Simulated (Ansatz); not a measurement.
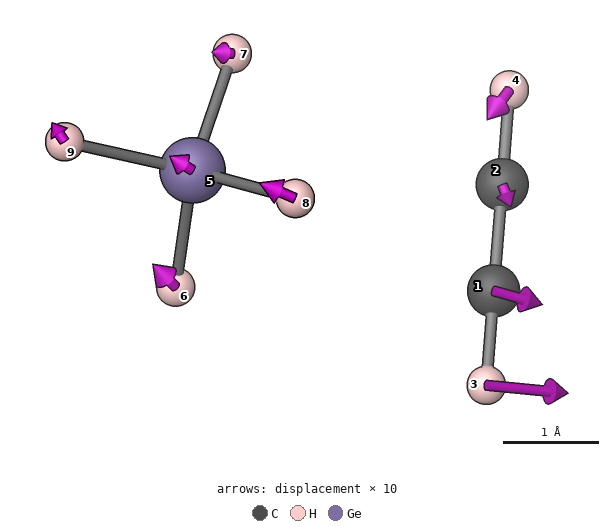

This is a relaxation of C2H6Ge. The starting structure is drawn; purple arrows show the displacements, magnified 10 times. The two geometries are superimposed by the best rigid fit.

The picture is a ball-and-stick view, seen at a tilt.

Level of theory: RKS PBE0-D4/def2-TZVP in Ansatz.

The input:
```yaml
crystal:
  periodic: [false, false, false]
  atoms:
    - {symbol: C, position_ang: [0.084899, -0.888770, -1.911462]}
    - {symbol: C, position_ang: [0.069413, 0.304296, -2.167318]}
    - {symbol: H, position_ang: [0.098401, -1.947344, -1.688678]}
    - {symbol: H, position_ang: [0.057505, 1.363710, -2.386513]}
    - {symbol: Ge, position_ang: [-0.061841, 0.232625, 1.625687]}
    - {symbol: H, position_ang: [-1.244175, -0.670170, 1.199729]}
    - {symbol: H, position_ang: [-0.163806, 1.599202, 0.906780]}
    - {symbol: H, position_ang: [1.278039, -0.449847, 1.261682]}
    - {symbol: H, position_ang: [-0.118636, 0.456399, 3.159993]}
basis:
  gaussian: {orbitals: def2-TZVP}
hamiltonian: {xc: pbe0, dispersion: d4}
relax: {f_tol: 0.005, max_steps: 200}
```

Launched with:
```bash
ansatz run in.yaml --threads 4 --pin off --events-out ev --progress --plain --max-ram 9574MiB
```

Atoms of which element are displaced furthest, and by how much?

Answer. Hydrogen: up to 0.10 Å, against 0.06 Å for carbon.

What did the optimiser do to the structure, and how much energy did it gain?

Answer. After 6 geometry steps the energy has fallen by 4.46 kJ/mol. The largest force component goes from 1.7 to 0.0034 eV/Å. The largest move after the best rigid fit is that of H3, 0.10 Å. Largest moves by element: H 0.10 Å, C 0.06 Å, Ge 0.03 Å. Among the contacts that change: C1–C2 1.220 → 1.197 Å, C1–H3 1.082 → 1.065 Å, Ge5–H9 1.552 → 1.537 Å, Ge5–H6 1.547 → 1.534 Å.

Limits of the set-up: the start holds two separate molecules, 3.3 Å apart at their closest, whose relative position is a soft coordinate.
